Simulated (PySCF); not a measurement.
```xyz
9

O    -1.4504    0.3633    0.7222
Al    0.2057   -0.0776    0.6835
O     0.4674   -1.3212   -0.6342
O     1.5344    0.9879    0.8812
H    -1.8348    1.1295    1.1423
H    -0.2831   -1.9152   -0.7731
H     1.5413    1.9303    0.7279
O     0.5481   -1.6527    1.5518
H     1.4788   -1.9154    1.5495
```

Geometry: PBE0-D3(BJ)/def2-SVPD.

Method: wB97M-D3(BJ)/def2-SVPD, SCF density, gas phase in PySCF.

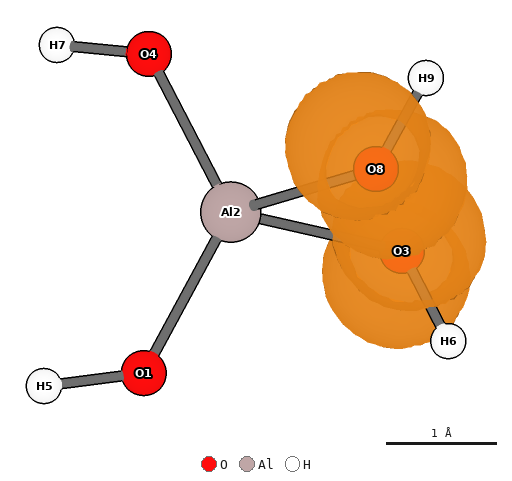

AlH4O4 (doublet). Isosurfaces of the spin density at +0.04 (orange) and −0.04 e/Å³ (purple), seen across its widest extent.

Question: Where is the unpaired spin?

Answer: The unpaired spin (1 electron) lies mostly on O3 (about 0.5) and O8 (about 0.5), in electrons by Hirshfeld's partition.
